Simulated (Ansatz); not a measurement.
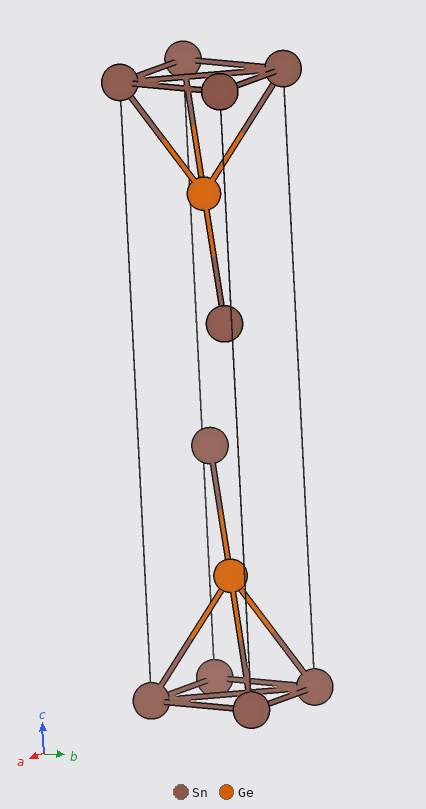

Ball-and-stick model, viewed slightly off an axis. Atoms at the boundary of the cell (the run's own, in a reduced setting) (the box) are drawn once for each face, edge or corner they touch.

```xyz
5
Lattice="-1.6692 2.8912 0.0000 -3.3385 0.0000 0.0000 -1.6692 0.9637 12.8532" Properties=species:S:1:pos:R:3 pbc="T T T"
Sn   -5.0077    2.8912    7.8909
Sn   -1.6692    0.9637    4.9622
Sn   -1.6692    0.9637   12.8532
Ge   -3.3385    1.9275    2.5237
Ge   -3.3385    1.9275   10.3295
```

The calculation used DFT PBE, scalar-relativistic, plane waves, PAW (Ansatz), with an energy cutoff of 420 eV, k-points about 0.18 Å⁻¹ apart, Gaussian smearing of 0.1 eV, no spin polarisation.

Q: How charged are the atoms, by the Bader scheme?

A: Sn +0.07 to +0.12 e; Ge -0.13 e. Little charge moves, as in a metallic or covalent solid.

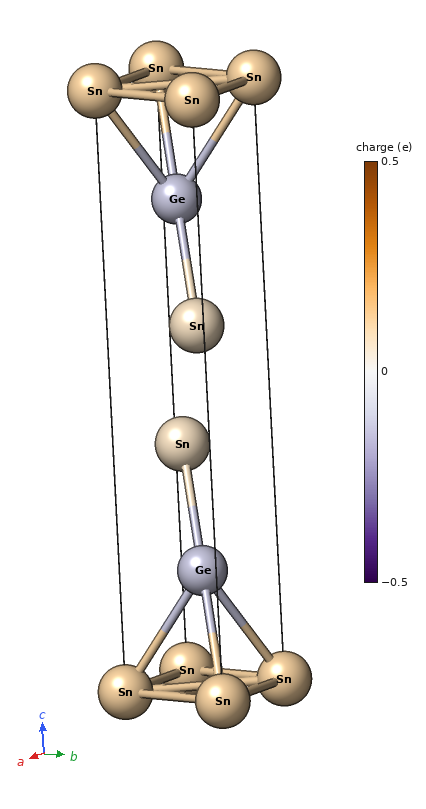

The atoms coloured by those charges.

It derives from a structure type filled with these elements by a generator (whether the compound takes this form wasn't checked). Earlier steps of the study may have refined or changed the cell and positions. Ansatz was used for an electronic-structure calculation on it.
